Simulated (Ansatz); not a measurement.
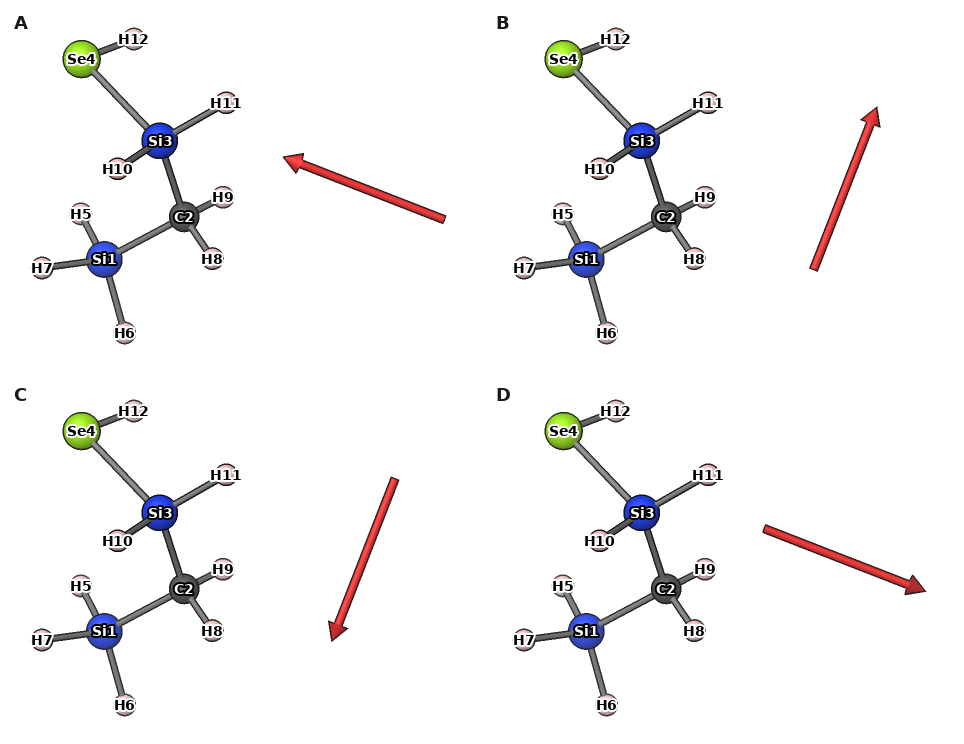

The same molecule four times, each with an arrow. The geometry was computed by an optimisation with PBE0-D4/def2-TZVP. No frequency run is at hand to confirm it as a minimum. Method: RKS PBE0-D4/def2-TZVP (Ansatz 0.2.0).

Question: Which arrow points along the dipole moment, from the negative to the positive end?

Answer: D. The dipole moment is 1.71 D; it points from the side of Se4 to the side of H8, H9 (the outermost atoms at the two ends).
